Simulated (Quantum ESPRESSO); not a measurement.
# E(M) of NiO

How stiff is the total moment of NiO, and does E(M) have further minima?

Main program and level: Quantum ESPRESSO 7.5; PBE; plane waves with GBRV 1.5 PBE potentials, no spin-orbit coupling.

## 1. The starting structure

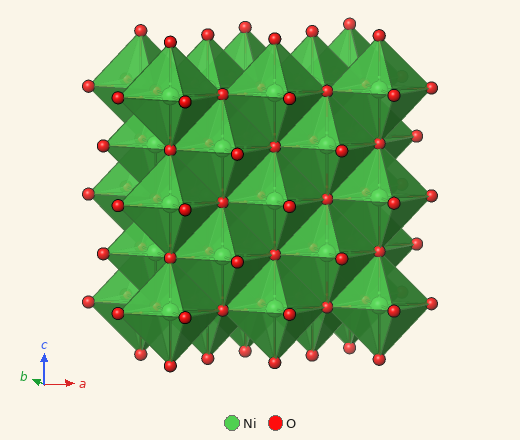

The starting structure, seen slightly off an axis (nickel green, oxygen red). 2×1×2 cells are drawn. This picture shows the conventional cell, with its axes. Some periodic images of atoms are drawn too.

The cell comes from the Crystallography Open Database.

## 2. No moment imposed

pw.in

```
&CONTROL
  calculation = 'scf'
  prefix = 'pwscf'
  outdir = './tmp'
  pseudo_dir = './pseudo'
  disk_io = 'nowf'
/
&SYSTEM
  ibrav = 0
  nat = 2
  ntyp = 2
  ecutwfc = 40
  ecutrho = 280
  nbnd = 20
  occupations = 'smearing'
  smearing = 'fd'
  degauss = 0.00734986
  nspin = 2
  starting_magnetization(1) = 0.1111
  starting_magnetization(2) = 0
/
&ELECTRONS
  conv_thr = 4d-09
  electron_maxstep = 150
  mixing_beta = 0.3
/
ATOMIC_SPECIES
Ni     58.6934 ni_pbe_v1.4.uspp.F.UPF
O      15.9990 o_pbe_v1.2.uspp.F.UPF
CELL_PARAMETERS angstrom
   0.0000000000    2.0859016414    2.0859016414
   2.0859016414    0.0000000000    2.0859016414
   2.0859016414    2.0859016414    0.0000000000
ATOMIC_POSITIONS crystal
Ni      0.0000000000    0.0000000000    0.0000000000
O       0.5000000000    0.5000000000    0.5000000000
K_POINTS automatic
8 8 8 0 0 0
```

The run is started by

```bash
OMP_NUM_THREADS=1 mpirun -n 2 pw.x -nk 2 -in pw.in > pw.out
```

Output:

```text
Program PWSCF v.7.5 starts

     Message from routine setup:
     using ibrav=0 with symmetry is DISCOURAGED, use correct ibrav instead

     K-points division:     npool     =       2
     Subspace diagonalization in iterative solution of the eigenvalue problem:

     G-vector sticks info
     --------------------
     sticks:   dense  smooth     PW     G-vecs:    dense   smooth      PW
     Sum         595     349    121                 9721     4279     869

     Using Slab Decomposition

     bravais-lattice index     =            0
     lattice parameter (alat)  =       5.5745  a.u.
     unit-cell volume          =     122.4921 (a.u.)^3
     number of atoms/cell      =            2
     number of atomic types    =            2
     number of electrons       =        24.00
     number of Kohn-Sham states=           20
     kinetic-energy cutoff     =      40.0000  Ry
     charge density cutoff     =     280.0000  Ry
     scf convergence threshold =      4.0E-09
     mixing beta               =       0.3000
     number of iterations used =            8  plain     mixing
     Exchange-correlation= SLA  PW   PBE  PBE
                           (   1   4   3   4   0   0   0)

     celldm(1)=   5.574523  celldm(2)=   0.000000  celldm(3)=   0.000000
     celldm(4)=   0.000000  celldm(5)=   0.000000  celldm(6)=   0.000000

     crystal axes: (cart. coord. in units of alat)
               a(1) = (   0.000000   0.707107   0.707107 )
               a(2) = (   0.707107   0.000000   0.707107 )
               a(3) = (   0.707107   0.707107   0.000000 )

     reciprocal axes: (cart. coord. in units 2 pi/alat)
               b(1) = ( -0.707107  0.707107  0.707107 )
               b(2) = (  0.707107 -0.707107  0.707107 )
               b(3) = (  0.707107  0.707107 -0.707107 )

     PseudoPot. # 1 for Ni read from file:
     ni_pbe_v1.4.uspp.F.UPF
     Pseudo is Ultrasoft + core correction, Zval = 18.0
     Generated by new atomic code, or converted to UPF format
     Using radial grid of  865 points,  6 beta functions with:
                l(1) =   0
                l(2) =   0
                l(3) =   1
                l(4) =   1
                l(5) =   2
                l(6) =   2
     Q(r) pseudized with 10 coefficients,  rinner =    0.980   0.980   0.980
                                                       0.980   0.980

     PseudoPot. # 2 for O  read from file:
     o_pbe_v1.2.uspp.F.UPF
     Pseudo is Ultrasoft + core correction, Zval =  6.0
     Generated by new atomic code, or converted to UPF format
     Using radial grid of  737 points,  5 beta functions with:
                l(1) =   0
                l(2) =   0
                l(3) =   1
                l(4) =   1
                l(5) =   2
     Q(r) pseudized with  8 coefficients,  rinner =    0.900   0.900   0.900
                                                       0.900   0.900

     atomic species   valence    mass     pseudopotential
     Ni               18.00    58.69340     Ni( 1.00)
     O                 6.00    15.99900     O ( 1.00)

     Starting magnetic structure
     atomic species   magnetization
     Ni              0.111
     O               0.000

     48 Sym. Ops., with inversion, found

   Cartesian axes

     site n.     atom                  positions (alat units)
         1        Ni     tau(   1) = (   0.0000000   0.0000000   0.0000000  )
         2        O      tau(   2) = (   0.7071068   0.7071068   0.7071068  )

     number of k points=    29  Fermi-Dirac smearing, width (Ry)=  0.0073
                       cart. coord. in units 2pi/alat
        k(    1) = (   0.0000000   0.0000000   0.0000000), wk =   0.0019531
        k(    2) = (   0.0883883   0.0883883  -0.0883883), wk =   0.0156250
        k(    3) = (   0.1767767   0.1767767  -0.1767767), wk =   0.0156250
        k(    4) = (   0.2651650   0.2651650  -0.2651650), wk =   0.0156250
        k(    5) = (  -0.3535534  -0.3535534   0.3535534), wk =   0.0078125
        [... 24 further k-points ...]

     Dense  grid:     9721 G-vectors     FFT dimensions: (  30,  30,  30)

     Smooth grid:     4279 G-vectors     FFT dimensions: (  24,  24,  24)

     Check: negative core charge=   -0.000014
     Generating pointlists ...
     new r_m :   0.2917 (alat units)  1.6260 (a.u.) for type    1
     new r_m :   0.2917 (alat units)  1.6260 (a.u.) for type    2

     Initial potential from superposition of free atoms

     starting charge      22.0000, renormalised to      24.0000
     Starting wfcs are   17 randomized atomic wfcs +    3 random wfcs

     Self-consistent Calculation

     iteration #  1     ecut=    40.00 Ry     beta= 0.30
     Davidson diagonalization with overlap
     ethr =  1.00E-02,  avg # of iterations =  5.9

     total energy              =    -365.56648006 Ry
     estimated scf accuracy    <      32.91176999 Ry

     total magnetization       =     1.30 Bohr mag/cell
     absolute magnetization    =     1.30 Bohr mag/cell

     iteration #  2     ecut=    40.00 Ry     beta= 0.30
     Davidson diagonalization with overlap
     ethr =  1.00E-02,  avg # of iterations =  3.1

     total energy              =    -374.42638766 Ry
     estimated scf accuracy    <      12.69463541 Ry

     total magnetization       =     0.10 Bohr mag/cell
     absolute magnetization    =     0.12 Bohr mag/cell

     iteration #  3     ecut=    40.00 Ry     beta= 0.30
     Davidson diagonalization with overlap
     ethr =  1.00E-02,  avg # of iterations =  2.1

     total energy              =    -375.43694820 Ry
     estimated scf accuracy    <       0.29605551 Ry

     total magnetization       =     0.74 Bohr mag/cell
     absolute magnetization    =     0.74 Bohr mag/cell

     [... further iterations left out ...]

     iteration # 13     ecut=    40.00 Ry     beta= 0.30
     Davidson diagonalization with overlap
     ethr =  8.50E-09,  avg # of iterations =  2.5

     total energy              =    -375.50121113 Ry
     estimated scf accuracy    <       0.00000039 Ry

     total magnetization       =     1.33 Bohr mag/cell
     absolute magnetization    =     1.34 Bohr mag/cell

     iteration # 14     ecut=    40.00 Ry     beta= 0.30
     Davidson diagonalization with overlap
     ethr =  1.63E-09,  avg # of iterations =  1.6

     total energy              =    -375.50121269 Ry
     estimated scf accuracy    <       0.00000029 Ry

     total magnetization       =     1.33 Bohr mag/cell
     absolute magnetization    =     1.34 Bohr mag/cell

     iteration # 15     ecut=    40.00 Ry     beta= 0.30
     Davidson diagonalization with overlap
     ethr =  1.19E-09,  avg # of iterations =  2.0

     total energy              =    -375.50121418 Ry
     estimated scf accuracy    <       0.00000003 Ry

     total magnetization       =     1.32 Bohr mag/cell
     absolute magnetization    =     1.33 Bohr mag/cell

     iteration # 16     ecut=    40.00 Ry     beta= 0.30
     Davidson diagonalization with overlap
     ethr =  1.45E-10,  avg # of iterations =  2.0

     Magnetic moment per site  (integrated on atomic sphere of radius R)
     atom   1 (R=0.292)  charge= 15.6901  magn=  1.0988
     atom   2 (R=0.292)  charge=  5.6524  magn=  0.1915

     End of self-consistent calculation

     [... lines left out ...]
     the Fermi energy is    14.3541 ev

!    total energy              =    -375.50121500 Ry
     estimated scf accuracy    <          2.1E-09 Ry
     smearing contrib. (-TS)   =      -0.00440423 Ry
     internal energy E=F+TS    =    -375.49681078 Ry

     The total energy is F=E-TS. E is the sum of the following terms:
     one-electron contribution =    -216.47078603 Ry
     hartree contribution      =     123.08045091 Ry
     xc contribution           =     -42.88316815 Ry
     ewald contribution        =    -239.22330751 Ry

     total magnetization       =     1.33 Bohr mag/cell
     absolute magnetization    =     1.33 Bohr mag/cell

     convergence has been achieved in  16 iterations

=------------------------------------------------------------------------------=
   JOB DONE.
=------------------------------------------------------------------------------=
```

Wall time 6.2 s (2 MPI ranks of Intel Xeon 6975P-C (Granite Rapids), shared host); peak memory 0.16 GiB.

Spin moment in the atom's sphere by atom:

| atom | spin moment in the atom's sphere (μB) |
| --- | --- |
| Ni1 | 1.10 |
| O2 | 0.19 |

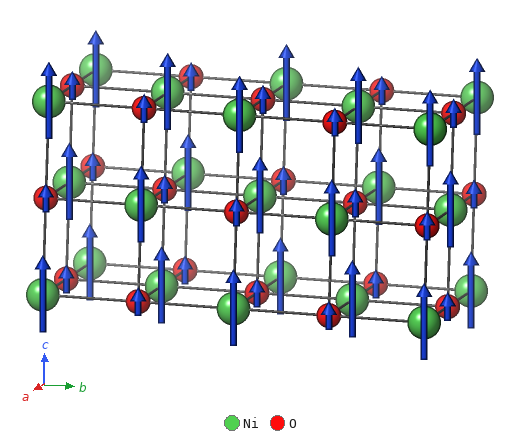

Spin moment in the atom's sphere as arrows, the longest 1.10 μB. Up and down stand for the sign. Arrows give size and sign along the axis of quantisation, drawn up and down the page. Each arrow also spans its atom, so small moments look longer than they are. 1×2×1 conventional cells are drawn. Some periodic images of atoms are drawn too.

Numbers from this step:

| Item | Value |
| --- | --- |
| smearing term TS | 0.05992 eV |
| magnetization | 1.325 μB |
| absolute magnetization | 1.335 μB |
| final state | ferromagnetic |

## 3. Moment fixed at 0 μB

The two spin channels are filled to separate Fermi energies, so that the total moment meets the target. Half of the up one less the down one is the slope dE/dM.

Edit pw.in of step 2 so:

```diff
@@ -18,4 +18,5 @@
   nspin = 2
-  starting_magnetization(1) = 0.1111
+  starting_magnetization(1) = 0.0056
   starting_magnetization(2) = 0
+  tot_magnetization = 0
 /
```

Output:

```text
     [... lines left out ...]
Program PWSCF v.7.5 starts
     [... lines left out ...]
     number of atoms/cell      =            2
     [... lines left out ...]
     number of electrons       =        24.00 (up:  12.00, down:  12.00)
     number of Kohn-Sham states=           20
     kinetic-energy cutoff     =      40.0000  Ry
     charge density cutoff     =     280.0000  Ry
     scf convergence threshold =      4.0E-09
     [... lines left out ...]
     48 Sym. Ops., with inversion, found
     [... lines left out ...]
     number of k points=    29  Fermi-Dirac smearing, width (Ry)=  0.0073
     [... lines left out ...]
     iteration # 13     ecut=    40.00 Ry     beta= 0.30
     [... lines left out ...]
     Magnetic moment per site  (integrated on atomic sphere of radius R)
     atom   1 (R=0.292)  charge= 15.7184  magn=  0.0000
     atom   2 (R=0.292)  charge=  5.6253  magn= -0.0000
     [... lines left out ...]
     the spin up/dw Fermi energies are    14.3324   14.3324 ev
!    total energy              =    -375.49815824 Ry
     estimated scf accuracy    <          8.4E-11 Ry
     smearing contrib. (-TS)   =      -0.00539581 Ry
     [... lines left out ...]
     total magnetization       =     0.00 Bohr mag/cell
     absolute magnetization    =     0.00 Bohr mag/cell
     convergence has been achieved in  13 iterations
```

Wall time 5.9 s (2 MPI ranks); peak memory 0.16 GiB; 11 s of CPU time.

Numbers from this step:

| Property | Result |
| --- | --- |
| magnetization | 0 μB |
| absolute magnetization | 0 μB |
| half the difference of the two Fermi energies | 0 meV |
| largest moment | 0 μB |

## 4. Moment fixed at 0.321 μB

Edit pw.in of step 3 so:

```diff
@@ -18,5 +18,5 @@
   nspin = 2
-  starting_magnetization(1) = 0.0056
+  starting_magnetization(1) = 0.0178
   starting_magnetization(2) = 0
-  tot_magnetization = 0
+  tot_magnetization = 0.321
 /
```

Output:

```text
     [... lines left out ...]
Program PWSCF v.7.5 starts
     [... lines left out ...]
     number of atoms/cell      =            2
     [... lines left out ...]
     number of electrons       =        24.00 (up:  12.16, down:  11.84)
     number of Kohn-Sham states=           20
     kinetic-energy cutoff     =      40.0000  Ry
     charge density cutoff     =     280.0000  Ry
     scf convergence threshold =      4.0E-09
     [... lines left out ...]
     48 Sym. Ops., with inversion, found
     [... lines left out ...]
     number of k points=    29  Fermi-Dirac smearing, width (Ry)=  0.0073
     [... lines left out ...]
     iteration # 14     ecut=    40.00 Ry     beta= 0.30
     [... lines left out ...]
     Magnetic moment per site  (integrated on atomic sphere of radius R)
     atom   1 (R=0.292)  charge= 15.7172  magn=  0.2722
     atom   2 (R=0.292)  charge=  5.6267  magn=  0.0390
     [... lines left out ...]
     the spin up/dw Fermi energies are    14.2755   14.3583 ev
!    total energy              =    -375.49868882 Ry
     estimated scf accuracy    <          3.9E-11 Ry
     smearing contrib. (-TS)   =      -0.00503404 Ry
     [... lines left out ...]
     total magnetization       =     0.32 Bohr mag/cell
     absolute magnetization    =     0.32 Bohr mag/cell
     convergence has been achieved in  14 iterations
```

It took 5.4 s on 2 MPI ranks; peak memory 0.16 GiB.

Spin moment in the atom's sphere by atom:

| atom | spin moment in the atom's sphere (μB) |
| --- | --- |
| Ni1 | 0.272 |
| O2 | 0.039 |

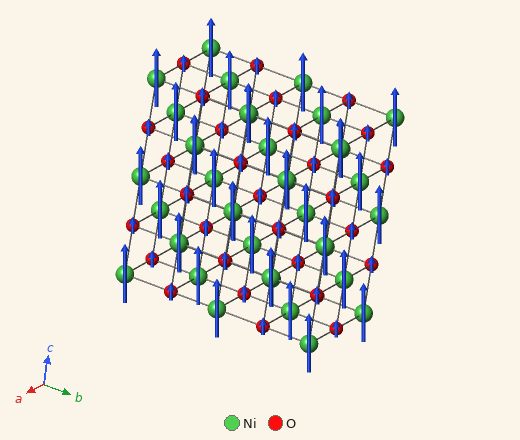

Spin moment in the atom's sphere as arrows, the longest 0.272 μB. Up and down stand for the sign. Arrows give size and sign along the axis of quantisation, drawn up and down the page. Each arrow also spans its atom, so small moments look longer than they are. 1×2×2 conventional cells are drawn. Some periodic images of atoms are drawn too.

This step gave:

| Item | Value |
| --- | --- |
| magnetization | 0.321 μB |
| absolute magnetization | 0.322 μB |
| half the difference of the two Fermi energies | -41.4 meV |

## 5. Moment fixed at 0.642 μB

Edit pw.in of step 4 so:

```diff
@@ -18,5 +18,5 @@
   nspin = 2
-  starting_magnetization(1) = 0.0178
+  starting_magnetization(1) = 0.0357
   starting_magnetization(2) = 0
-  tot_magnetization = 0.321
+  tot_magnetization = 0.642
 /
```

Output:

```text
     [... lines left out ...]
Program PWSCF v.7.5 starts
     [... lines left out ...]
     number of atoms/cell      =            2
     [... lines left out ...]
     number of electrons       =        24.00 (up:  12.32, down:  11.68)
     number of Kohn-Sham states=           20
     kinetic-energy cutoff     =      40.0000  Ry
     charge density cutoff     =     280.0000  Ry
     scf convergence threshold =      4.0E-09
     [... lines left out ...]
     48 Sym. Ops., with inversion, found
     [... lines left out ...]
     number of k points=    29  Fermi-Dirac smearing, width (Ry)=  0.0073
     [... lines left out ...]
     iteration # 14     ecut=    40.00 Ry     beta= 0.30
     [... lines left out ...]
     Magnetic moment per site  (integrated on atomic sphere of radius R)
     atom   1 (R=0.292)  charge= 15.7126  magn=  0.5453
     atom   2 (R=0.292)  charge=  5.6314  magn=  0.0773
     [... lines left out ...]
     the spin up/dw Fermi energies are    14.2525   14.3666 ev
!    total energy              =    -375.49992527 Ry
     estimated scf accuracy    <          5.0E-11 Ry
     smearing contrib. (-TS)   =      -0.00439967 Ry
     [... lines left out ...]
     total magnetization       =     0.64 Bohr mag/cell
     absolute magnetization    =     0.65 Bohr mag/cell
     convergence has been achieved in  14 iterations
```

Run time: 5.8 s. Hardware: 2 MPI ranks; peak memory 0.16 GiB.

Numbers from this step:

- magnetization: 0.642 μB
- absolute magnetization: 0.645 μB
- half the difference of the two Fermi energies: -57 meV
- largest moment: 0.5453 μB

## 6. An input with a fault

As a test, an input with a fault in it is run.

Edit pw.in of step 5 so:

```diff
@@ -18,5 +18,4 @@
   nspin = 2
-  starting_magnetization(1) = 0.0357
+  starting_magnetization(1) = 0.1111
   starting_magnetization(2) = 0
-  tot_magnetization = 0.642
 /
@@ -24,3 +23,3 @@
   conv_thr = 4d-09
-  electron_maxstep = 150
+  electron_maxstep = 75
   mixing_beta = 0.3
@@ -39 +38,3 @@
 8 8 8 0 0 0
+HUBBARD {ortho-atomic}
+U Ni-6f 5.0
```

Output:

```text
     [... lines left out ...]
Program PWSCF v.7.5 starts
     [... lines left out ...]
     Error in routine determine_hubbard_occ (1):
     Mismatch between the requested and available manifolds
 %%%%%%%%%%%%%%%%%%%%%%%%%%%%%%%%%%%%%%%%%%%%%%%%%%%%%%%%%%%%%%%%%%%%%%%%%%%%%%
     stopping ...
```

It took 0.8 s on 2 MPI ranks; peak memory 0.05 GiB.

The program refused the input before any cycle.

The program's message: “determine_hubbard_occ (1): Mismatch between the requested and available manifolds”

The fault put into the input: a U on a shell that the file lacks.

## 7. All moments

The runs not shown differ in the target, the start and the number of states alone. The point at 1.33 μB is the free run, entered with slope zero.

Energy over the lowest against total spin moment:

| total spin moment (μB a cell) | energy over the lowest (meV a cell) |
| --- | --- |
| 0.000 | 41.6 |
| 0.321 | 34.4 |
| 0.642 | 17.5 |
| 0.963 | 4.07 |
| 1.283 | 0.0504 |
| 1.325 | 0 |
| 1.604 | 3.38 |
| 1.925 | 35.7 |

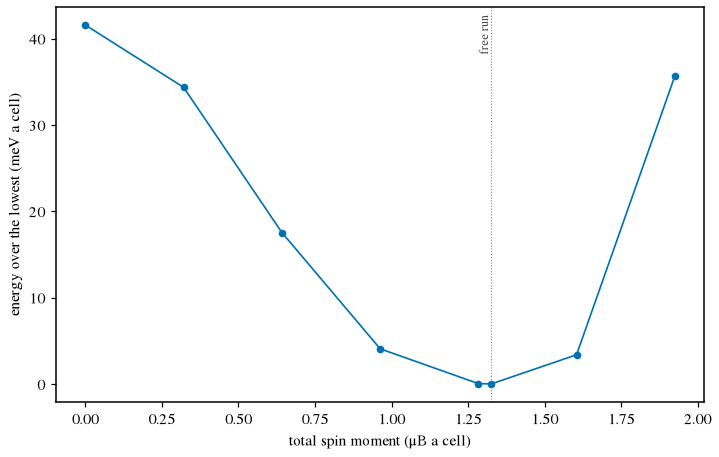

Energy over the lowest, plotted against total spin moment.

dE/dM against total spin moment:

| total spin moment (μB a cell) | dE/dM (meV/μB) |
| --- | --- |
| 0.000 | 0.00148 |
| 0.321 | -41.4 |
| 0.642 | -57.0 |
| 0.963 | -24.8 |
| 1.283 | -2.48 |
| 1.325 | 0 |
| 1.604 | 31.2 |
| 1.925 | 221 |

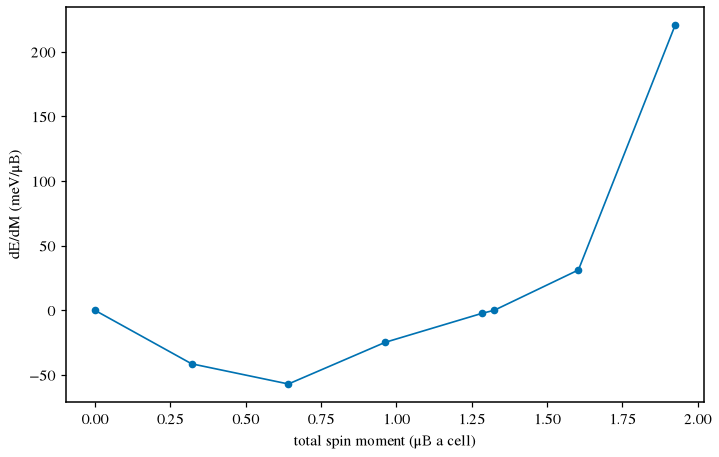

dE/dM, plotted against total spin moment.

Table of largest site moment by total spin moment:

| total spin moment (μB a cell) | largest site moment (μB) |
| --- | --- |
| 0.000 | 3.4e-6 |
| 0.321 | 0.272 |
| 0.642 | 0.545 |
| 0.963 | 0.811 |
| 1.283 | 1.07 |
| 1.325 | 1.10 |
| 1.604 | 1.31 |
| 1.925 | 1.53 |

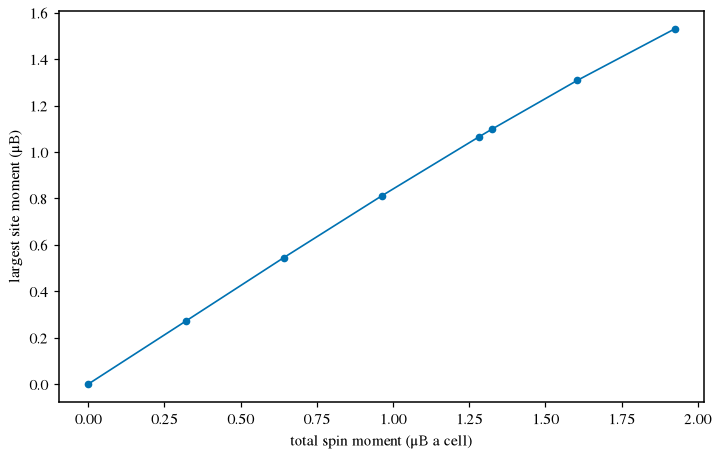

Largest site moment, plotted against total spin moment.

## 8. Results

```json
{
 "moment of the free run": "1.33 μB a cell",
 "energy at zero total moment": "41.6 meV a cell over the lowest",
 "ΔE/ΔM² from the lowest point to 1.60 and to 0.96 μB": "43 and 31 meV/μB²"
}
```

At zero total moment the site moments vanish, so the 42 meV a cell is the energy of forming them. The points show one minimum alone. The cell holds one seeded atom, so opposed orders, which may lie lower, cannot form in it. Energies are free energies at an electronic temperature of 1160 K, which lowers moments and differences where the moments are itinerant. No Hubbard term acts here. In such compounds local and semilocal functionals without one often delocalise the d electrons, and can shrink or lose moments and miss the size, sign and order of the couplings. The smearing term is large for its width, so states at the Fermi level are partly filled: at this level the cell is a metal or has a gap of a few widths at most.

[Logs and program files are shortened in this print: banners, set-up blocks, solver, clock and traceback lines can be left out without a mark of their own.]

[Logs are printed without paths, hosts, clocks, repeated set-up lines and the standing remarks that a program may print on its own settings, such as how far it seeks lower states.]

[Hosts, paths, dates, database ids (printed as entryN), source tags and the programs' standing remarks are cut or masked in the printed files.]

[Where a cell is said to come from a database of computed structures, the database is the Materials Project.]
